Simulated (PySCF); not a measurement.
C3H8SeSi (SMILES C=CC[Se][SiH3])

| atom | x (Å) | y (Å) | z (Å) |
| --- | --- | --- | --- |
| C | 2.4230 | 0.1215 | 0.7358 |
| C | 1.1430 | 0.3128 | 0.4676 |
| C | 0.5642 | 0.2402 | -0.8927 |
| Se | -0.6953 | -1.3052 | -1.0627 |
| Si | -2.5186 | -0.4263 | -0.0154 |
| H | 3.1373 | -0.0892 | -0.0430 |
| H | 2.8088 | 0.1745 | 1.7395 |
| H | 0.4416 | 0.5184 | 1.2668 |
| H | -0.0201 | 1.1266 | -1.1437 |
| H | 1.3284 | 0.0696 | -1.6510 |
| H | -2.0666 | 0.7171 | 0.7727 |
| H | -3.4811 | 0.0177 | -1.0204 |
| H | -3.0691 | -1.4771 | 0.8289 |

Geometry: GFN2-xTB.

All numbers below come from CAM-B3LYP/def2-SVPD, SCF density, gas phase (PySCF).

Q: Predict the electron density and electron localisation function between the atoms.

A: C–C (1.32 Å): ρ is about 2.3 e/Å³ halfway; the ELF peaks at about 0.95 between the atoms: a multiple bond.
C–H (1.08 Å): ρ at the midpoint is about 2 e/Å³; the ELF climbs to about 1 towards the hydrogen, as it does in any bond to H: an ordinary covalent bond to hydrogen.
C–C (1.48 Å): the density is about 1.8 e/Å³ at the midpoint; the ELF peaks at about 0.95 between the atoms; a covalent bond.

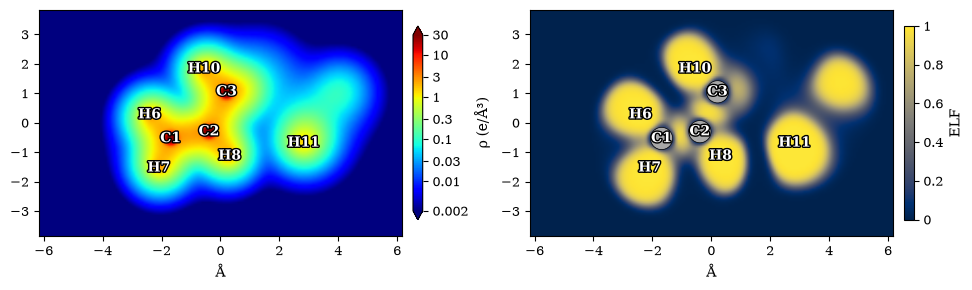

Computed electron density and electron localisation function on the plane of atoms C1, C2 and H8, in this order. Grey discs cover the atomic cores in the ELF map. 
